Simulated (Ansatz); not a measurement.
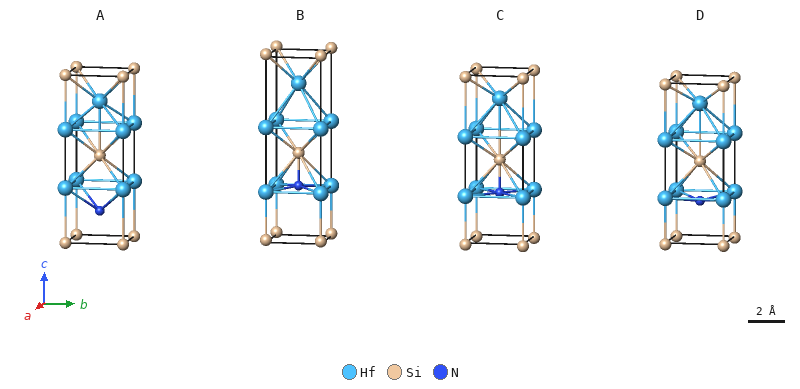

4 geometries from one relaxation of crystalline Hf3Si2N (a generated structure, set up in P4mm) (coarse preliminary run), in shuffled order. The picture is a ball-and-stick view of the cell of the calculation, seen slightly off an axis.

All numbers below come from Ansatz 0.2.0, DFT PBE, scalar-relativistic, plane waves, PAW. Set-up: plane-wave cutoff 420 eV; k-point mesh 6 × 6 × 2; occupations gaussian; smearing width 0.1 eV; no spin polarisation; cell and atoms relaxed; force threshold 0.04 eV/Å; at most 70 steps.

Q: Put them in the order of the run, from the start to the converged end.

A: A, D, C, B. They are steps 0, 4, 9, 16, at +865 meV per atom, +174 meV per atom, +48.8 meV per atom relative to the last. The largest move relative to the cell is that of the N atom, 1.24 Å along +c. By element the largest moves are N 1.24 Å, Hf 0.58 Å, Si 0.38 Å. The drawn cell changes at constant volume: a = b 3.295 → 3.133 Å (−4.9 %), c 9.512 → 10.527 Å (+10.7 %). Some distances before and after: Hf–N 3.294 → 4.727 Å, N–Si 3.141 → 1.858 Å, Hf–Si 3.094 → 4.148 Å, Hf–Si 3.076 → 3.942 Å. Among the angles between lasting bonds that change: Hf–N–Hf 115.0° → 170.7°, Hf–N–Hf 73.2° → 89.6°, Hf–Si–Hf 108.9° → 101.0°. The space group stays P4mm (No. 99). After 13 accepted moves (16 points after the start) the energy has fallen by 865 meV per atom. The largest force component goes from 4 to 0.014 eV/Å. Pressure: −1.84 GPa at the start and 0.12 GPa at the end. The line search rejected the trial steps at points 12, 14 of the run. The SCF was repeated once at an unchanged geometry on a basis and grid sized afresh for the cell, which shifted the energy by 1.5 meV per atom at most. The run took 6.8 min on 1 thread of Intel(R) Xeon(R) Processor @ 2.50GHz (Skylake/Cascade Lake), with other jobs on the host, peak memory 0.43 GiB.
